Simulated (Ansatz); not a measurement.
# The potential step between two gates: 1T-SiO2 bilayer, AA

Two oppositely charged gates put a neutral stack in a displacement field D. The voltage between them is D/ε₀ times an electrical distance, shorter than the real one because the stack screens.

**Method.** Ansatz 0.2.0, plane waves with PAW datasets (its set soft_2), PBE-D3(BJ); isolated slab, charged sheets 4.5 Å from the outer atoms behind model barriers, atoms held. Voltages count from the uncharged case.

| run | D/ε₀ (V/nm) | step in an electron's potential, upper less lower gate (eV) |
| --- | --- | --- |
| run 1 | −3.619 | −3.658 |
| run 2 | −1.810 | −1.829 |
| run 3 | 0.000 | 0.000 |
| run 4 | 1.810 | 1.829 |
| run 5 | 3.619 | 3.658 |
| run 6 | 5.428 | ? |

**Question.** What value belongs in the row marked “?”, and how far can the other rows tell?

A least-squares line through the 5 rows shown has slope 1.0107 and intercept 0.0000; no row lies more than 0.001 eV off it. The size of the slope, 1.011 nm, is the electrical distance; the sheets are 1.547 nm apart, and screening reaches beyond the outer atoms. At 5.428 it gives 1.0107 × 5.428 + 0.0000 = 5.486 eV, beyond the rows fitted. Rounding and scatter of the rows alone allow about ±0.002 eV there.

The run itself gives 5.486 eV: a miss of 0.000 eV, or 0.0 % of the value. Screening stays linear to within 1 % over this range.

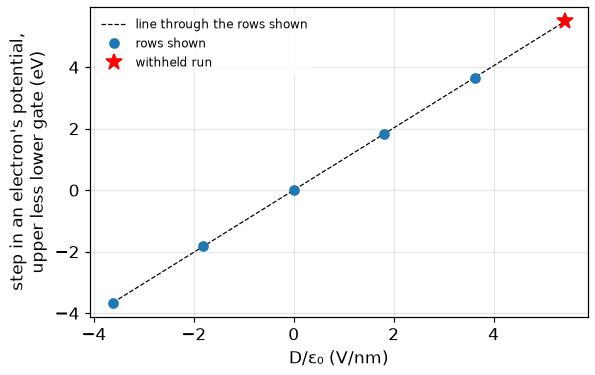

The fit and the withheld run.

**Limits.** The gates are model sheets, not atoms.
